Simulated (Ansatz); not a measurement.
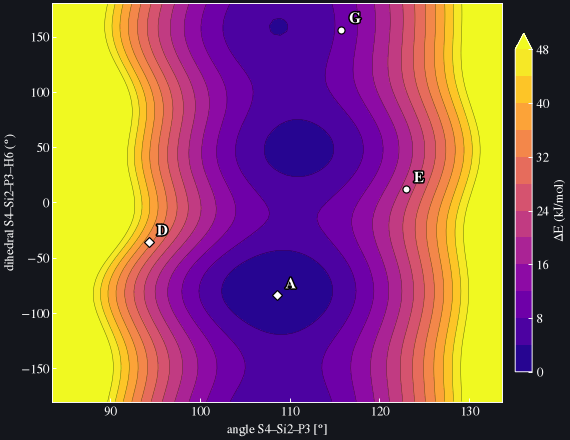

ClFH₃PSSi, SMILES F[Si](P)(S)Cl. Coordinates scanned: (1) angle S4–Si2–P3; (2) dihedral S4–Si2–P3–H6. Nothing is relaxed (all other coordinates rigid). The grid has 15 × 15 points. Points are written as (first, second). All energies are given in kJ/mol relative to the relaxed molecule at the same level. The calculation used RHF/def2-SVP (Ansatz 0.2.0).

Drawn: filled contours, one colour for all values above the top of the scale, lettered points. Between grid points the surface is interpolated.

**What kind of point is each of A, D, E, G: minimum, saddle, maximum or slope?**

A: minimum; D: on a slope; E: on a slope; G: on a slope. (In these two coordinates alone; a stationary point may lie a little off the grid point.)

**Rank the lettered points by energy, lowest first.**

A (0.09 kJ/mol), G (9 kJ/mol), E (21 kJ/mol), D (34 kJ/mol).
